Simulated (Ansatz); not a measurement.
**CoF3 (quintet): density, localisation and related maps**

Input

```
crystal:
  periodic: [false, false, false]
  atoms:
    - {symbol: Co, position_ang: [0.000170, -0.000244, 0.000236]}
    - {symbol: F, position_ang: [1.718694, -0.026954, 0.012912]}
    - {symbol: F, position_ang: [-0.835422, 1.501697, -0.017193]}
    - {symbol: F, position_ang: [-0.883442, -1.474500, 0.004046]}
basis:
  gaussian: {orbitals: def2-TZVP, initial_orbitals: start.molden}
magnetization: {spin_polarized: true, initial_magnetization: 4}
hamiltonian: {xc: pbe0, dispersion: d4}
scf: {omitted_lower_state_checks: [starts]}
output: {forces: true, orbitals: {seedname: orbitals}}
```

Run with:

```sh
ansatz run in.yaml --threads 2 --pin off --events-out ev --progress --plain --max-ram 4352MiB
```

Geometry: PBE0-D4/def2-TZVP.

Method: UKS PBE0-D4/def2-TZVP (Ansatz 0.2.0).

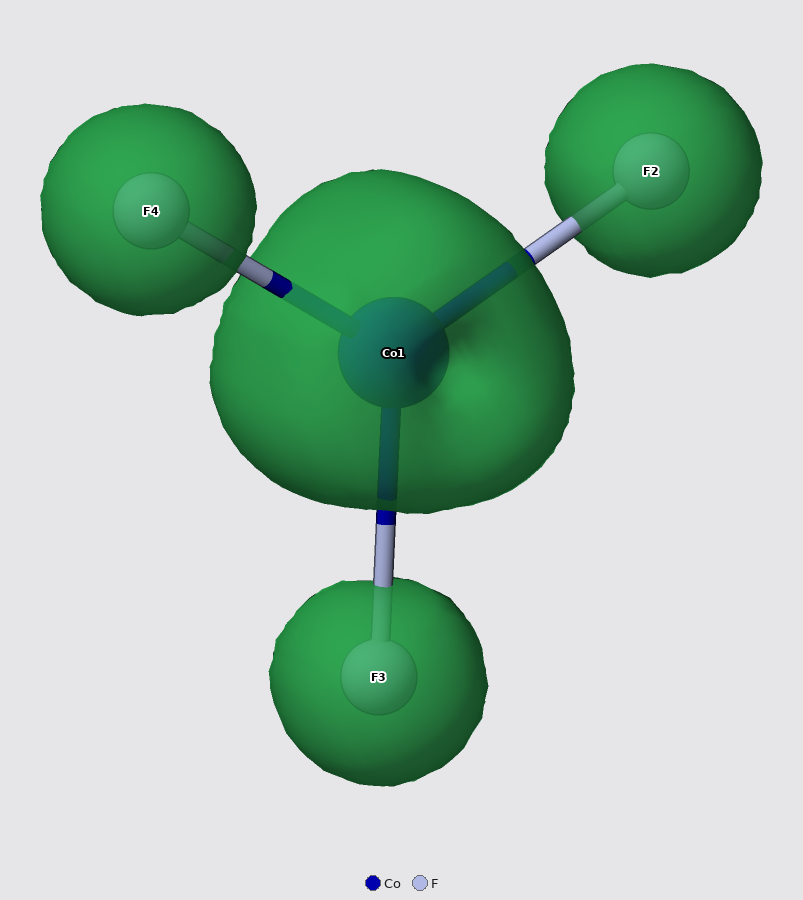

Figure 1. Isosurface of the spin density (α minus β) at +0.1 e/Å³ (green), seen at a tilt.

Where is the unpaired spin?

The unpaired spin (4 electrons) lies mostly on Co1 (about 3.1), F2 (about 0.3), F3 (about 0.3) and F4 (about 0.3), in electrons by Hirshfeld's partition.

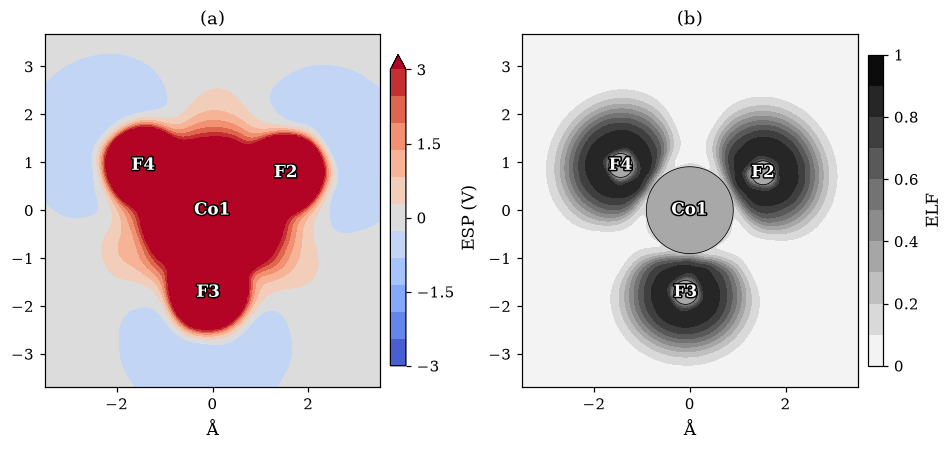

Figure 2. (a) electrostatic potential; (b) electron localisation function on the molecular plane. Grey discs cover the atomic cores in the ELF map.

Read the bonding off the picture.

- Atoms in the plane: Co and F.
- Co–F (1.72 Å): the ELF peaks at about 0.85 in the valence shell of F, 0.5 Å from its nucleus, and is about 0.20 at the midpoint.
- Outside the dense part of the molecule the potential is most negative (−0.8 V) near F2, F3 and F4.

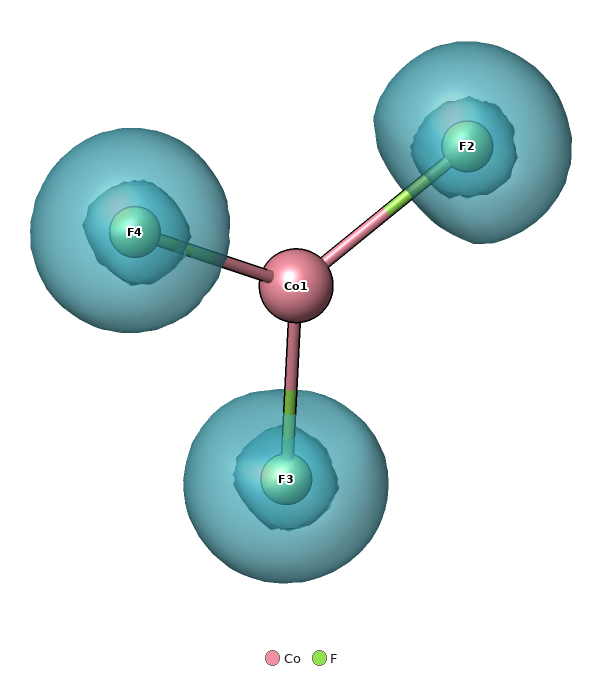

Figure 3. Isosurface of the ELF at 0.75 (cyan), seen at a tilt. Only the valence region is drawn (cores and ρ < 0.01 e/Å³ removed).

Identify the bonds, lone pairs and shells in this picture.

The ELF exceeds this value in three regions wrapped around F (the valence shell of each).
